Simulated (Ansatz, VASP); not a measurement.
# PbSe (Clausthalite): VASP beside Ansatz, part 2 of 2

Aim: how closely do two programs agree when they are given the same cell, functional and k mesh?

VASP 6.6.1 and Ansatz 0.2.0.

So far: The structure; Ansatz: band structure, r2SCAN0; VASP: band structure, r2SCAN0.

## 3. VASP: band structure, r2SCAN0 (continued)

Level of this step: r2SCAN0; plane waves and PAW (Pb_d, Se) (VASP).

Numbers of over 12 decimals in the logs are rounded to 6 here.

OUTCAR, selected parts (step 3):

```text
ion  position               nearest neighbor table
   1  0.000  0.000  0.000-   2 3.06   2 3.06   2 3.06   2 3.06   2 3.06   2 3.06
   2  0.500  0.500  0.500-   1 3.06   1 3.06   1 3.06   1 3.06   1 3.06   1 3.06

  LATTYP: Found a face centered cubic cell.
 ALAT       =     6.1213000000

 Subroutine GETGRP returns: Found 48 space group operations
 (whereof 48 operations were pure point group operations)

The static configuration has the point symmetry O_h .

 Found      8 irreducible k-points:

   k-points           NKPTS =      8   k-points in BZ     NKDIM =     64   number of bands    NBANDS=     16

   dimension x,y,z NGX =    28 NGY =   28 NGZ =   28
   dimension x,y,z NGXF=    56 NGYF=   56 NGZF=   56

   ENCUT  =  400.0 eV  29.40 Ry    5.42 a.u.   7.06  7.06  7.06*2*pi/ulx,y,z

   NELECT =      20.0000    total number of electrons

 k-points in reciprocal lattice and weights: Automatic mesh
   0.00000000  0.00000000  0.00000000       0.016
   0.25000000  0.00000000  0.00000000       0.125
   0.50000000  0.00000000  0.00000000       0.062
   0.25000000  0.25000000  0.00000000       0.094
   0.50000000  0.25000000  0.00000000       0.375
  -0.25000000  0.25000000  0.00000000       0.188
   0.50000000  0.50000000  0.00000000       0.047
  -0.25000000  0.50000000  0.25000000       0.094

  exchange ACFDT corr.  =         0.00000000  see jH, gK, PRB 81, 115126

 average (electrostatic) potential at core
       1 -90.6058       2 -51.8592

 E-fermi :   4.5089

 k-point     1 :       0.0000    0.0000    0.0000
  band No.  band energies     occupation
    ...
      6     -11.1770      2.00000
      7      -2.4503      2.00000
      8       2.0200      2.00000
      9       2.0200      2.00000
     10       2.0200      2.00000
     11      10.7759      0.00000
     12      10.7760      0.00000
     13      10.7760      0.00000
     14      12.5164      0.00000
     15      12.5164      0.00000
    ...

 k-point     2 :       0.2500    0.0000    0.0000
  band No.  band energies     occupation
    ...
      6     -10.6194      2.00000
      7      -4.0441      2.00000
      8       2.2243      2.00000
      9       2.2243      2.00000
     10       3.2301      2.00000
     11       7.8468      0.00000
     12       8.6722      0.00000
     13       8.6722      0.00000
     14      12.5168      0.00000
     15      13.8417      0.00000
    ...

 k-point     3 :       0.5000    0.0000    0.0000
  band No.  band energies     occupation
    ...
      6      -9.9400      2.00000
      7      -5.5603      2.00000
      8       2.4969      2.00000
      9       2.4969      2.00000
     10       4.3872      2.00000
     11       5.8854      0.00000
     12       7.3188      0.00000
     13       7.3188      0.00000
     14      14.7370      0.00000
     15      16.4474      0.00000
    ...

  energy-cutoff  :      400.00
  volume of cell :       57.34
      direct lattice vectors                 reciprocal lattice vectors
     0.000000000  3.060650000  3.060650000    -0.163363991  0.163363991  0.163363991
     3.060650000  0.000000000  3.060650000     0.163363991 -0.163363991  0.163363991
     3.060650000  3.060650000  0.000000000     0.163363991  0.163363991 -0.163363991

 POSITION                                       TOTAL-FORCE (eV/Angst)
 -----------------------------------------------------------------------------------
      0.00000      0.00000      0.00000        -0.000000      0.000000      0.000000
      3.06065      3.06065      3.06065         0.000000     -0.000000      0.000000
 -----------------------------------------------------------------------------------
    total drift:                                0.000000     -0.000000      0.000000

  FREE ENERGIE OF THE ION-ELECTRON SYSTEM (eV)
  ---------------------------------------------------
  free  energy   TOTEN  =       -59.0075630746 eV

  energy  without entropy=      -59.0075630746  energy(sigma->0) =      -59.00756307

 total charge
# of ion       s       p       d       tot
------------------------------------------
    1        1.513   0.475   9.842  11.831
    2        1.470   2.431   0.015   3.916
--------------------------------------------------
tot          2.983   2.906   9.858  15.746

[... 3 further parts left out ...]
```

## 4. Differences

Known differences besides the PAW data sets themselves: exact exchange at q = 0 is treated differently, which shows on coarse meshes; VASP keeps PBE cores, Ansatz makes them for the functional; the data sets hold 30 valence electrons in Ansatz (default PAW (the set named soft_2) files) and 20 in VASP; the cutoff is 500 eV in Ansatz and 400 eV in VASP; VASP takes a coarser grid for exact exchange (PRECFOCK = Fast). Total energies have different zeros and are not compared.

Compared:

```csv
quantity,Ansatz,VASP,difference
gap over the path points (eV),1.498,1.498,0.000
```

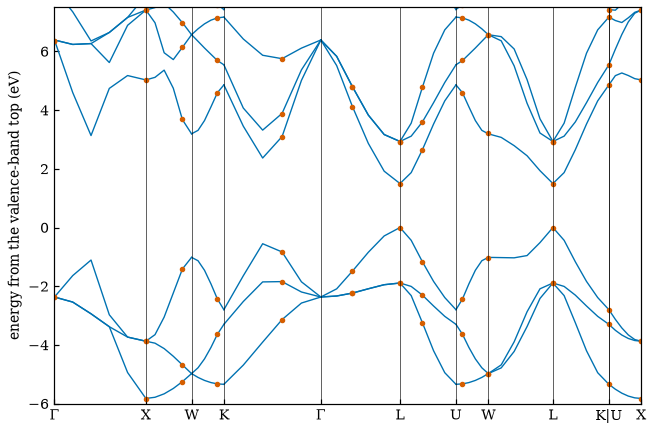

Bands from VASP (lines) and levels from Ansatz (dots). Dots without a line are higher empty bands that the VASP plot leaves out.

Levels at points of the path, from each program's valence-band top (eV; 4 filled, then empty):

```csv
k (reciprocal lattice),Ansatz,VASP
0.000 0.000 0.000,-6.80 -2.36 -2.36 -2.36 6.37 6.37 6.37,-6.84 -2.37 -2.37 -2.37 6.39 6.39 6.39
0.500 0.000 0.500,-8.17 -5.84 -3.87 -3.87 5.01 7.41 7.41,-8.16 -5.82 -3.87 -3.87 5.03 7.41 7.41
0.500 0.200 0.700,-8.91 -5.26 -4.69 -1.42 3.68 6.14 6.98,-8.91 -5.25 -4.68 -1.41 3.67 6.14 6.98
0.400 0.350 0.750,-9.00 -5.33 -3.64 -2.44 4.60 5.69 7.14,-8.99 -5.33 -3.63 -2.44 4.59 5.69 7.14
0.150 0.150 0.300,-8.27 -3.14 -1.84 -0.83 3.09 3.88 5.75,-8.27 -3.14 -1.84 -0.83 3.10 3.89 5.75
0.200 0.200 0.200,-7.97 -2.23 -2.23 -1.48 4.12 4.78 4.78,-7.97 -2.23 -2.23 -1.48 4.12 4.79 4.79
0.500 0.500 0.500,-9.94 -1.89 -1.89 0.00 1.50 2.92 2.92,-9.95 -1.89 -1.89 0.00 1.50 2.93 2.93
0.550 0.400 0.550,-9.74 -3.24 -2.30 -1.16 2.65 3.59 4.78,-9.75 -3.24 -2.30 -1.17 2.65 3.60 4.78
0.600 0.250 0.650,-9.00 -5.33 -3.64 -2.44 4.60 5.69 7.14,-8.99 -5.33 -3.63 -2.44 4.59 5.69 7.14
0.500 0.250 0.750,-8.97 -4.99 -4.99 -1.02 3.20 6.57 6.57,-8.97 -4.98 -4.98 -1.02 3.19 6.57 6.57
```

Among the levels compared (up to four filled and three empty ones at each point), filled levels agree within 38 meV and empty ones within 21 meV.

## 5. Outcome

| Property | Result |
| --- | --- |
| difference in gap over the path points (band structure, r2SCAN0) | 1.0e-4 eV |

In words: The difference in gap over the path points is 1.0e-4 eV (band structure, r2SCAN0), within the 0.08 eV picked in this series as the mark of a large difference. Differences of this kind measure data sets and numerical settings, not the functional's error against experiment.

[Lines on the potential files, build, host, timing and source positions are cut from VASP's logs without a mark.]

[Logs are printed without paths, hosts, clocks, repeated set-up lines and the standing remarks that a program may print on its own settings, such as how far it seeks lower states.]

[Hosts, paths, dates, database ids (printed as entryN), source tags and the programs' standing remarks are cut or masked in the printed files.]
